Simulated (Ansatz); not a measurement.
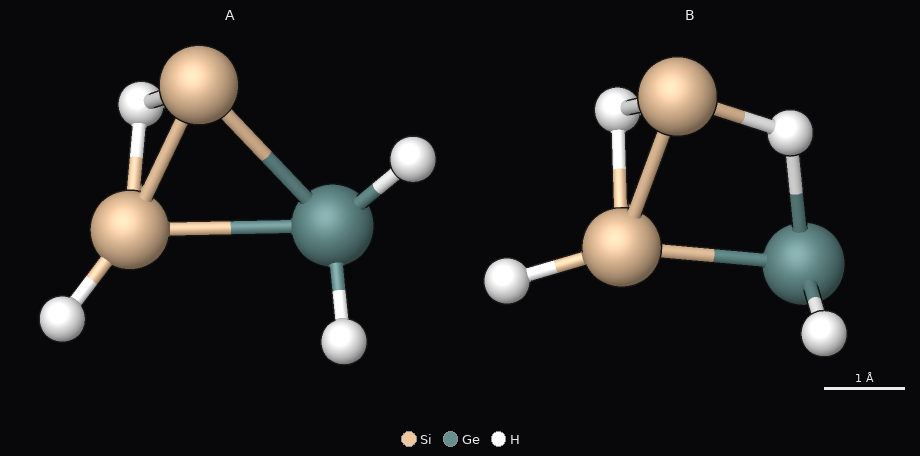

Two geometries of GeSi2H4, drawn at one scale. One is the start of a relaxation, the other its converged end. Style: ball-and-stick. Shown face on.

Computed with RKS PBE-D4/def2-SVP in Ansatz. Settings: force threshold 0.03 eV/Å; at most 250 steps.

Q: Which of the two is the end point?

A: Structure B is the relaxed one. It is one of the separated reactants of a reaction. The largest move after the best rigid fit is that of an H atom, 1.12 Å. Largest moves by element: H 1.12 Å, Ge 0.68 Å, Si 0.48 Å. Some distances before and after: H–Si 2.852 → 1.685 Å, Ge–Si 2.665 → 3.195 Å, Ge–H 1.546 → 1.941 Å, Ge–Si 2.547 → 2.419 Å. New bonds form: H–Si (2.85 → 1.68 Å). Among the angles between lasting bonds that change: H–Si–H 147.4° → 101.8°, Si–Si–Ge 67.7° → 85.9°, Si–Si–H 144.1° → 125.9°. The energy falls by 2.266 eV in 11 geometry steps. The largest force component goes from 2.2 to 0.025 eV/Å. The run took 19 s on 2 threads of Arm Neoverse V2 (shared host).
